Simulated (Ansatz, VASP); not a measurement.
# Cross-check of BeSn between VASP and Ansatz

One calculation is typed for both programs; each brings its own data sets. How far apart do they land? The cell is invented: As first built, before any earlier steps moved the atoms (in the runner's words): it takes the MgZr structure with all of its atoms replaced by other elements, volume scaled by an estimate. It may not be a known or stable phase. The cell is taken from a series of VASP runs on this material, whose earlier steps may have relaxed, scaled or displaced it; both programs get it as it stands. Valence electrons are named where the data sets of a main pair hold unlike numbers.

Calculated with Ansatz 0.2.0; plane waves, with VASP 6.6.1 beside it; band structure at PBE with D4, single point at PBE with D4 and band structure at PBE with D4, spin-orbit coupling.

## (1) Set-up

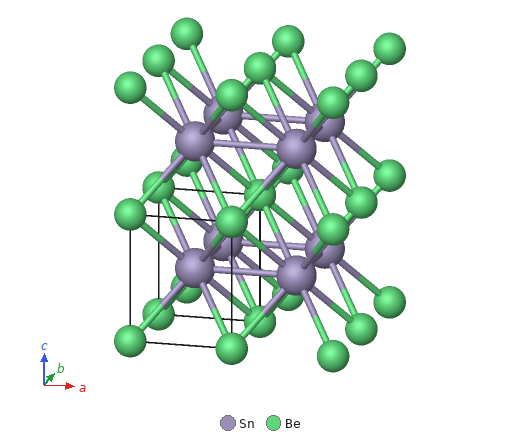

Start, viewed slightly off an axis; tin purple, beryllium green. 2×2×2 cells are drawn. Some periodic images of atoms are drawn too.

As a file:

```xyz
2
Lattice="3.0424 0.0000 0.0000 0.0000 3.0424 0.0000 0.0000 0.0000 3.7992" Properties=species:S:1:pos:R:3 pbc="T T T"
Sn    1.5212    1.5212    1.8996
Be    0.0000    0.0000    0.0000
```

## (2) VASP: band structure, PBE with D4

A single point gives forces, pressure and levels at one fixed geometry, so differences don't come from the geometry; what else differs is listed under the comparison.

Lines of VASP's logs that name or quote its potential files are left out, and so is its time.

Contents of INCAR:

```
SYSTEM = BeSn
PREC = Accurate
ENCUT = 400
EDIFF = 1E-06
NELM = 100
ISMEAR = -1
SIGMA = 0.05
LREAL = .FALSE.
ALGO = Normal
GGA = PE
IVDW = 13
LORBIT = 11
LWAVE = .FALSE.
LCHARG = .FALSE.
```

Contents of POSCAR:

```
BeSn
1.0
    3.0423725544      0.0000000000      0.0000000000
    0.0000000000      3.0423725544      0.0000000000
    0.0000000000      0.0000000000      3.7991708654
Sn Be
1 1
Direct
    0.5000000000      0.5000000000      0.5000000000
    0.0000000000      0.0000000000      0.0000000000
```

Contents of KPOINTS:

```
Automatic mesh
0
Gamma
7 7 6
0 0 0
```

Contents of KPOINTS_OPT:

```
Line mode
16
Line-mode
Reciprocal
  0.00000000   0.00000000   0.00000000 GAMMA
  0.00000000   0.50000000   0.00000000 X

  0.00000000   0.50000000   0.00000000 X
  0.50000000   0.50000000   0.00000000 M

  0.50000000   0.50000000   0.00000000 M
  0.00000000   0.00000000   0.00000000 GAMMA

  0.00000000   0.00000000   0.00000000 GAMMA
  0.00000000   0.00000000   0.50000000 Z

  0.00000000   0.00000000   0.50000000 Z
  0.00000000   0.50000000   0.50000000 R

  0.00000000   0.50000000   0.50000000 R
  0.50000000   0.50000000   0.50000000 A

  0.50000000   0.50000000   0.50000000 A
  0.00000000   0.00000000   0.50000000 Z

  0.00000000   0.50000000   0.00000000 X
  0.00000000   0.50000000   0.50000000 R

  0.50000000   0.50000000   0.00000000 M
  0.50000000   0.50000000   0.50000000 A
```

PAW data sets: Sn_d and Be (PBE family, release 64).

Run with:

```bash
mpirun -np 1 vasp_std
```

Numbers of over 12 decimals in the logs are rounded to 6 here.

Log:

```text
[banner, memory and clock lines left out]
running    1 mpi-ranks, on    1 nodes
 distrk:  each k-point on    1 cores,    1 groups
 distr:  one band on    1 cores,    1 groups

 POSCAR found type information on POSCAR SnBe
 POSCAR found :  2 types and       2 ions
 LDA part: xc-table for (Slater+PW92), standard interpolation
 POSCAR, INCAR and KPOINTS ok, starting setup
 FFT: planning ... GRIDC
 FFT: planning ... GRID_SOFT
 FFT: planning ... GRID
 WAVECAR not read
 entering main loop
       N       E                     dE             d eps       ncg     rms          rms(c)
DAV:   1     0.780287815348E+02    0.78029E+02   -0.76712E+03   984   0.168E+03
DAV:   2    -0.133533740269E+01   -0.79364E+02   -0.76714E+02  1028   0.323E+02
DAV:   3    -0.621965703295E+01   -0.48843E+01   -0.47965E+01  1152   0.787E+01
DAV:   4    -0.632724644183E+01   -0.10759E+00   -0.10741E+00  1140   0.128E+01
DAV:   5    -0.633073631077E+01   -0.34899E-02   -0.34897E-02  1212   0.229E+00    0.226E+00
DAV:   6    -0.629375710975E+01    0.36979E-01   -0.48571E-02  1312   0.375E+00    0.126E+00
DAV:   7    -0.628484183133E+01    0.89153E-02   -0.17241E-02  1392   0.202E+00    0.280E-01
DAV:   8    -0.628393583215E+01    0.90600E-03   -0.16442E-03  1184   0.632E-01    0.299E-02
DAV:   9    -0.628393090470E+01    0.49274E-05   -0.94506E-05  1228   0.165E-01    0.163E-02
DAV:  10    -0.628393060819E+01    0.29651E-06   -0.72483E-06  1160   0.410E-02
   1 F= -.69078078E+01 E0= -.69039434E+01  d E =-.772888E-02
 Start KPOINTS_OPT (optional k-point list driver)
k-point batch [1-40\144]
       N       E                     dE             ncg
DAV:   1    -0.113040327574E+04   -0.18085E+05      964
DAV:   2    -0.414435884982E+04   -0.30140E+04     1004
DAV:   3    -0.433460911844E+04   -0.19025E+03     1160
DAV:   4    -0.433950308973E+04   -0.48940E+01     1168
DAV:   5    -0.433969839483E+04   -0.19531E+00     1256
DAV:   6    -0.433970673757E+04   -0.83427E-02     1344
DAV:   7    -0.433970715529E+04   -0.41773E-03     1240
DAV:   8    -0.433970716003E+04   -0.47388E-05      888
DAV:   9    -0.433970716017E+04   -0.14121E-06      764
[...]
k-point batch [121-144\144]
       N       E                     dE             ncg
DAV:   1     0.620161987273E+04   -0.15707E+05      580
DAV:   2     0.441640679843E+04   -0.17852E+04      584
DAV:   3     0.428923914293E+04   -0.12717E+03      716
DAV:   4     0.428674512681E+04   -0.24940E+01      740
DAV:   5     0.428666861576E+04   -0.76511E-01      696
DAV:   6     0.428666534026E+04   -0.32755E-02      784
DAV:   7     0.428666529410E+04   -0.46156E-04      712
DAV:   8     0.428666529374E+04   -0.36433E-06      500
```

From OUTCAR (step 2):

```text
ion  position               nearest neighbor table
   1  0.500  0.500  0.500-   2 2.87   2 2.87   2 2.87   2 2.87   2 2.87   2 2.87   2 2.87   2 2.87

  LATTYP: Found a simple tetragonal cell.
 ALAT       =     3.0423725544
 C/A-ratio  =     1.2487526749

 Subroutine GETGRP returns: Found 16 space group operations
 (whereof 16 operations were pure point group operations)

The static configuration has the point symmetry D_4h.

 Found     40 irreducible k-points:

   k-points           NKPTS =     40   k-points in BZ     NKDIM =     40   number of bands    NBANDS=     12

   dimension x,y,z NGX =    20 NGY =   20 NGZ =   28
   dimension x,y,z NGXF=    40 NGYF=   40 NGZF=   56

   ENCUT  =  400.0 eV  29.40 Ry    5.42 a.u.   4.96  4.96  6.20*2*pi/ulx,y,z

   NELECT =      16.0000    total number of electrons

 k-points in reciprocal lattice and weights: Automatic mesh
   0.00000000  0.00000000  0.00000000       0.003
   0.14285714  0.00000000  0.00000000       0.014
   0.28571429  0.00000000  0.00000000       0.014
   0.42857143  0.00000000  0.00000000       0.014
   0.14285714  0.14285714  0.00000000       0.014
   0.28571429  0.14285714  0.00000000       0.027
   0.42857143  0.14285714  0.00000000       0.027
   0.28571429  0.28571429  0.00000000       0.014
   0.42857143  0.28571429  0.00000000       0.027
[...]
0.42857143  0.28571429  0.50000000       0.027
   0.42857143  0.42857143  0.50000000       0.014

 average (electrostatic) potential at core
       1 -98.8951       2 -32.9003

 E-fermi :   8.2795

 k-point     1 :       0.0000    0.0000    0.0000
  band No.  band energies     occupation
    ...
      3     -13.1995      2.00000
      4     -13.1995      2.00000
      5     -13.1936      2.00000
      6      -3.4617      2.00000
      7       6.1241      2.00000
      8       9.1534      0.00000
      9      11.1604      0.00000
     10      11.1604      0.00000
     11      15.5099      0.00000
     12      15.9215      0.00000

 k-point     2 :       0.1429    0.0000    0.0000
  band No.  band energies     occupation
    ...
      3     -13.2262      2.00000
      4     -13.2153      2.00000
      5     -13.1971      2.00000
      6      -3.1317      2.00000
      7       6.5031      2.00000
      8       8.6568      0.00106
      9       9.4198      0.00000
     10      11.5172      0.00000
     11      15.9228      0.00000
     12      17.3751      0.00000

 k-point     3 :       0.2857    0.0000    0.0000
  band No.  band energies     occupation
    ...
      4     -13.2638      2.00000
      5     -13.1919      2.00000
      6      -2.1395      2.00000
      7       5.2695      2.00000
      8       7.6148      2.00000
      9      10.0761      0.00000
     10      12.5480      0.00000
     11      14.6240      0.00000
     12      15.2136      0.00000

  DFT-D4 for vdW energy calculation

  Edisp (eV):   -0.62388

  Total       0.01814     0.01814     0.04828     0.00000     0.00000    -0.00000
  in kB       0.82644     0.82644     2.19974     0.00000     0.00000    -0.00000
  external pressure =        1.28 kB  Pullay stress =        0.00 kB

  energy-cutoff  :      400.00
  volume of cell :       35.17
      direct lattice vectors                 reciprocal lattice vectors
     3.042372554  0.000000000  0.000000000     0.328690843  0.000000000  0.000000000
     0.000000000  3.042372554  0.000000000     0.000000000  0.328690843  0.000000000
     0.000000000  0.000000000  3.799170865     0.000000000  0.000000000  0.263215327

 POSITION                                       TOTAL-FORCE (eV/Angst)
 -----------------------------------------------------------------------------------
      1.52119      1.52119      1.89959         0.000000      0.000000      0.000000
      0.00000      0.00000      0.00000         0.000000      0.000000      0.000000
 -----------------------------------------------------------------------------------
    total drift:                               -0.000000      0.000000      0.000000

  FREE ENERGIE OF THE ION-ELECTRON SYSTEM (eV)
  ---------------------------------------------------
  free  energy   TOTEN  =        -6.9078077959 eV

  energy  without entropy=       -6.9000789171  energy(sigma->0) =       -6.90394336

 total charge
# of ion       s       p       d       tot
------------------------------------------
    1        1.233   1.067  10.027  12.326
    2        0.391   0.393   0.000   0.784
--------------------------------------------------
tot          1.624   1.460  10.027  13.110

[... 3 further parts left out ...]
```

The run ends at a pressure of 0.13 GPa.

## (3) Ansatz: band structure, PBE with D4

Ansatz runs on its default PAW (the set named soft_2) files.

The same cell, functional, mesh and smearing now go to Ansatz, which takes its cutoff from its data sets.

Contents of input.yaml:

```yaml
crystal:
  lattice:
    - [3.0423725544, 0.0, 0.0]
    - [0.0, 3.0423725544, 0.0]
    - [0.0, 0.0, 3.7991708654]
  atoms:
    - { symbol: Sn, position: [0.5, 0.5, 0.5] }
    - { symbol: Be, position: [0.0, 0.0, 0.0] }
hamiltonian:
  xc: pbe
  pseudopotentials: { kind: paw }
  dispersion: d4
kpoints:
  mp_grid: { grid: [7, 7, 6] }
  band_path:
    path:
      - [0.0, 0.0, 0.0]
      - [0.0, 0.13333, 0.0]
      - [0.0, 0.3, 0.0]
      - [0.0, 0.46667, 0.0]
      - [0.1, 0.5, 0.0]
      - [0.26667, 0.5, 0.0]
      - [0.43333, 0.5, 0.0]
      - [0.43333, 0.43333, 0.0]
      - [0.26667, 0.26667, 0.0]
      - [0.1, 0.1, 0.0]
      - [0.0, 0.0, 0.03333]
      - [0.0, 0.0, 0.2]
      - [0.0, 0.0, 0.36667]
      - [0.0, 0.0, 0.5]
      - [0.0, 0.16667, 0.5]
      - [0.0, 0.3, 0.5]
      - [0.0, 0.46667, 0.5]
      - [0.1, 0.5, 0.5]
      - [0.26667, 0.5, 0.5]
      - [0.43333, 0.5, 0.5]
      - [0.43333, 0.43333, 0.5]
      - [0.26667, 0.26667, 0.5]
      - [0.1, 0.1, 0.5]
      - [0.0, 0.5, 0.03333]
      - [0.0, 0.5, 0.2]
      - [0.0, 0.5, 0.36667]
      - [0.5, 0.5, 0.0]
      - [0.5, 0.5, 0.16667]
      - [0.5, 0.5, 0.33333]
      - [0.5, 0.5, 0.5]
    npoints: 1
scf:
  occupations: { method: fermi_dirac, width: 0.05 }
  n_extra_bands: 7
output:
  forces: true
  stress: true
  eigenvalues: true
```

Run with:

```bash
ansatz run input.yaml --threads 2 --pin off --max-ram 4608MiB --backend cpu --events-out ev --progress --plain --runs-dir out
```

Log:

```text
scf.n_extra_bands = 7 over 8 filled bands (N_el = 16.0): the run solves 15 bands
Engine: ansatz 0.2.0, aarch64-unknown-linux-gnu
Pseudopotentials: kind: paw
Pseudopotential: Sn, paw, valence charge 14, recommended cutoff 420 eV (normal), Sn.paw.azcp
Pseudopotential: Be, paw, valence charge 2, recommended cutoff 420 eV (normal), Be.paw.azcp
Functional definition: PBE
  parameter kappa = 0.804
  parameter beta = 0.066725
  exchange = pbe_x(kappa = kappa, mu = beta*pi^2/3)
  correlation = pbe_c(beta = beta)
Crystal: 2 atoms, lattice volume = 35.165 Å³
Basis set: ecut = 420 eV, 685 PW (Γ), exchange–correlation on 48×48×54 points (8 copies of the dense FFT grid, shifted against one another)
Bands: 15, of which v1, the nominal top of the filled ones, is band 8 counted from 1 (7 counted from 0)
Symmetry: 16 space group operations
Space group: P4/mmm (ITA 123), of the structure as read, at distance tolerance 3.3e-5 Å
k-points: 40 of 294
Non-local potential: Sn, projectors of the file, l = 0: 2, l = 1: 2, l = 2: 2, l = 3: 2
Non-local potential: Be, projectors of the file, l = 0: 2, l = 1: 2, l = 2: 1
PAW form: soft (Blöchl's): semilocal exchange-correlation on the pseudo side does not see the compensation charge
PAW one-centre angular grid: Sn, 590 points (default); XC on 64 Gauss nodes
PAW one-centre angular grid: Be, 110 points (default); XC on 64 Gauss nodes
Initial density: superposition of atomic densities (neutral atoms: chi_scale 0, normalization atom), corrected by the library's trained network
Initial wavefunctions: pseudopotential atomic-orbital guess
Functional: x = pbe(κ = 0.804, μ = 0.219515), c = pbe(β = 0.066725)
SCF iter   1: F=—  HF=-6116.269902 eV  |F-HF|=—  |Δ(HF+E_count)|=         —  Δρ=1.60e-3  dr2=1.19e-3  ethr=1.77e-3  ⟨swp⟩=5.7  Hψ=3350  notcnv=0  defer=1
preconditioner: auto → none  [metal: Δε(μ)=0.074 eV  Ē_g=22.212 eV  σ=0.050 eV  W_gap=0.34  n_scr=6 (ndim 8)  ℏωp=25.0 eV  f_vac=0.000  D(μ)=0.96/eV (n_scr^D=6)  sad-step TF]
SCF iter   2: F=—  HF=-6116.269267 eV  |F-HF|=—  |Δ(HF+E_count)|=   6.34e-4  Δρ=9.92e-4  dr2=4.52e-4  ethr=7.44e-6  ⟨swp⟩=2.2  Hψ=1205  notcnv=0  defer=47
SCF iter   3: F=—  HF=-6116.269227 eV  |F-HF|=—  |Δ(HF+E_count)|=   4.02e-5  Δρ=3.93e-4  dr2=1.14e-4  ethr=2.83e-6  ⟨swp⟩=2.1  Hψ=627  notcnv=0  defer=47
SCF iter   4: F=—  HF=-6116.269186 eV  |F-HF|=—  |Δ(HF+E_count)|=   4.11e-5  Δρ=9.91e-5  dr2=3.59e-6  ethr=7.13e-7  ⟨swp⟩=2.8  Hψ=818  notcnv=0  defer=47
SCF iter   5: F=—  HF=-6116.269168 eV  |F-HF|=—  |Δ(HF+E_count)|=   1.81e-5  Δρ=2.12e-5  dr2=1.31e-7  ethr=2.24e-8  ⟨swp⟩=2.6  Hψ=858  notcnv=0  defer=47
SCF iter   6: F=-6116.269168 eV  HF=-6116.269168 eV  |F-HF|=7.39e-9  |Δ(HF+E_count)|=   3.19e-8  Δρ=3.88e-6  dr2=7.23e-9  ethr=6.25e-10  ⟨swp⟩=7.4  Hψ=2685  notcnv=0
SCF 1 converged in 6 iterations: F = -6116.269168 eV  dr2 = 7.23e-9
  greatest PAW one-centre occupation: 0.991 electrons in one spin orbital (limit 2), on the Sn atom at site 0 (counted from 0), in its partial waves of l = 2
NSCF: frozen V_eff on 30 k-points
SCF converged after 6 iterations
Free energy (F): -6116.269168 eV
Harris-Foulkes:  -6116.269168 eV  (|F-HF|=7.39e-9)
Internal energy: -6116.261422 eV  (E = F + TS)
E sigma→0 (E₀):  -6116.265295 eV
Entropy (-TS):   -0.007745 eV (-3.873 meV/atom)
Fermi energy:    10.659665 eV
--- Per-component energies (eV) ---
  E_band       = -73.593359
  E_kinetic    = 204.421235
  E_local      = -952.007885  (includes V_loc(G=0)·N_el)
  E_nonlocal   = -27.586265
  E_hartree    = 587.079295
  E_xc         = -401.412395
  E_vxc        = -115.755692  (∫ρ·V_xc dr)
  E_paw        = -4195.936546  (= ΣΔE_a)
  E_vpaw       = -356.827191  (= ΣTr[D̂ρ^β])
  E_aug_tail   = -0.000001  (compensation charges beyond the density's cutoff)
  E_ewald      = -1330.194727
  E_disp       = -0.624134  (pairwise vdW)
  E_smearing   = -0.007745  (= −TS)
  E_closure    = 0.000000  (closes the sum)
  Σ components = -6116.269168   (vs F -6116.269168, Δ=0.00e0)
--- Forces (eV/Å), atoms counted from 1 ---
  atom   1  Sn     0.00000000     0.00000000     0.00000000
  atom   2  Be    -0.00000000     0.00000000     0.00000000
  max |Σ_I F_I| component: 5.67e-29 eV/Å
--- Stress (GPa, compression-positive) ---
        0.087825       0.000000       0.000000
        0.000000       0.087825       0.000000
        0.000000       0.000000       0.219714
  P = ⅓ Tr σ = 0.1318 GPa (1.318 kbar)
--- Band table (eV; the first three rows and the last of 40) ---
  k-point 0: bands = [... 4 lower, -10.8190, -1.0811, 8.5043, 11.5331, 13.5405, 13.5405, 17.8831, 18.2982, ... 3 higher]
  k-point 1: bands = [... 4 lower, -10.8188, -0.8369, 6.6648, 13.7527, 13.8575, 13.8575, 18.1068, 18.5113, ... 3 higher]
  k-point 2: bands = [... 4 lower, -10.8184, -0.1783, 4.4414, 14.7885, 14.7885, 16.6072, 18.3164, 18.3164, ... 3 higher]
  k-point 39: bands = [... 4 lower, -10.7078, 6.5027, 8.8123, 9.0657, 9.5692, 10.5851, 11.6215, 12.2647, ... 3 higher]
```

It took 1.2 s on 2 threads of Arm Neoverse V2, shared host; peak memory 0.29 GiB; 2 s of CPU time.

Reading the cycles: dr2 is the Hartree energy of the density residual (eV), the measure of convergence; HF is the Harris–Foulkes estimate of the energy, which meets the free energy F at convergence.

## (4) Differences

Known differences besides the potentials themselves: the cutoff is 420 eV in Ansatz and 400 eV in VASP; VASP leaves aspherical gradient terms in its spheres out (LASPH is not set), Ansatz keeps them. Total energies have different zeros and are not compared.

The two programs side by side:

```
      quantity  Ansatz  VASP  difference
pressure (GPa)    0.13  0.13        0.00
```

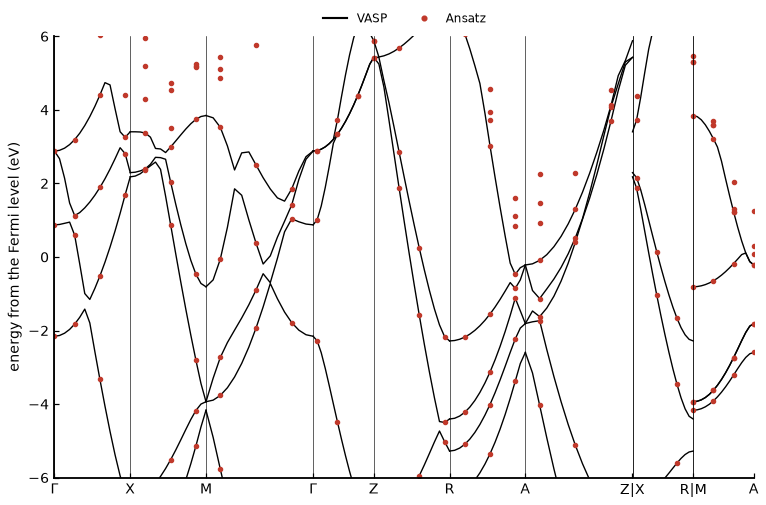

Bands from VASP (lines) and levels from Ansatz (dots). Dots without a line are higher empty bands that the VASP plot leaves out.

Levels from 3 eV below to 2 eV above the Fermi level differ by 1 meV r.m.s. and 2 meV at most; each VASP level is matched to the nearest of Ansatz, which flatters the figure a little. Ansatz's pressure holds a Pulay correction of 0.04 GPa; VASP's holds none.

## (5) VASP: single point, PBE with D4

A single point gives forces, pressure and levels at one fixed geometry, so differences don't come from the geometry; what else differs is listed under the comparison.

INCAR, as its differences from that of step 2:

```diff
@@ -5,3 +5,3 @@
 NELM = 100
-ISMEAR = -1
+ISMEAR = -5
 SIGMA = 0.05
@@ -14 +14,2 @@
 LCHARG = .FALSE.
+NEDOS = 2001
```

POSCAR is that of step 2.

Contents of KPOINTS:

```
Automatic mesh
0
Gamma
11 11 9
0 0 0
```

Run with:

```bash
mpirun -np 1 vasp_std
```

Log:

```text
[... set-up lines as in an earlier step ...]
 entering main loop
       N       E                     dE             d eps       ncg     rms          rms(c)
DAV:   1     0.771259751856E+02    0.77126E+02   -0.76311E+03  2568   0.164E+03
DAV:   2    -0.114852571957E+01   -0.78275E+02   -0.75301E+02  2604   0.316E+02
DAV:   3    -0.619595156960E+01   -0.50474E+01   -0.49515E+01  3064   0.791E+01
DAV:   4    -0.630529891120E+01   -0.10935E+00   -0.10954E+00  2960   0.128E+01
[...]
DAV:   9    -0.625994161978E+01    0.32813E-05   -0.58320E-05  3120   0.108E-01    0.172E-02
DAV:  10    -0.625994394296E+01   -0.23232E-05   -0.26684E-06  2816   0.222E-02    0.307E-03
DAV:  11    -0.625994363291E+01    0.31005E-06   -0.33443E-07  1772   0.964E-03
   1 F= -.68838208E+01 E0= -.68838208E+01  d E =0.000000E+00
 -----------------------------------------------------------------------------
|                                                                             |
|           W    W    AA    RRRRR   N    N  II  N    N   GGGG   !!!           |
|           W    W   A  A   R    R  NN   N  II  NN   N  G    G  !!!           |
|           W    W  A    A  R    R  N N  N  II  N N  N  G       !!!           |
|           W WW W  AAAAAA  RRRRR   N  N N  II  N  N N  G  GGG   !            |
|           WW  WW  A    A  R   R   N   NN  II  N   NN  G    G                |
|           W    W  A    A  R    R  N    N  II  N    N   GGGG   !!!           |
|                                                                             |
|     Tetrahedron method does not include variations of the Fermi             |
|     occupations, so forces and stress will be inaccurate. We suggest        |
|     using a different smearing scheme ISMEAR = 1 or 2 for metals in         |
|     relaxations.                                                            |
|                                                                             |
 -----------------------------------------------------------------------------
```

From OUTCAR (step 5):

```text
  Edisp (eV):   -0.62388

  Total       0.23744     0.23744    -0.66140     0.00000     0.00000     0.00000
  in kB      10.81818    10.81818   -30.13439     0.00000     0.00000     0.00000
  external pressure =       -2.83 kB  Pullay stress =        0.00 kB

  FREE ENERGIE OF THE ION-ELECTRON SYSTEM (eV)
  ---------------------------------------------------
  free  energy   TOTEN  =        -6.8838208206 eV

  energy  without entropy=       -6.8838208206  energy(sigma->0) =       -6.88382082

[... 2 parts as in an earlier step ...]

[... 2 further parts left out ...]
[key lines of the parts left out:]
E-fermi :   8.2467
```

With tetrahedra the forces and stress of a metal are not exact derivatives of the energy.

(Part 1 of 2 ends here.)

[Lines on the potential files, build, host, timing and source positions are cut from VASP's logs without a mark.]

[Logs are printed without paths, hosts, clocks, repeated set-up lines and the standing remarks that a program may print on its own settings, such as how far it seeks lower states.]

[Hosts, paths, dates, database ids (printed as entryN), source tags and the programs' standing remarks are cut or masked in the printed files.]
